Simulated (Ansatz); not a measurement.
CdS, thickness series

Take CdS in the zinc blende structure (space group F-43m, No. 216; a = 5.8778 Å) as the base. Axes: x, y, z lie along the cube axes.

Free-standing slabs (2 atom(s) a layer) normal to [110] with 15 Å of vacuum; in-plane cell held at bulk.

Method: plane-wave PAW DFT at the r2SCAN level (Ansatz, an electronic-structure program, 500 eV), no spin-orbit coupling.

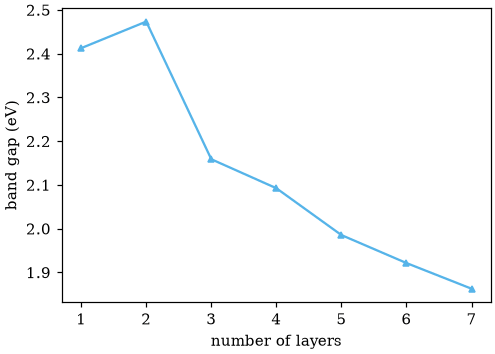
Figure. Band gap against number of layers

Problem. From the plot, what is the band gap for 3 layers?

Solution. About 2.16 eV.

Problem. Is the trend monotonic over the range shown?

Solution. No, it turns within the range, spanning 1.86 eV to 2.47 eV.

Gaps are read on the SCF mesh and a high-symmetry path. Whether these cells are dynamically stable was not tested.
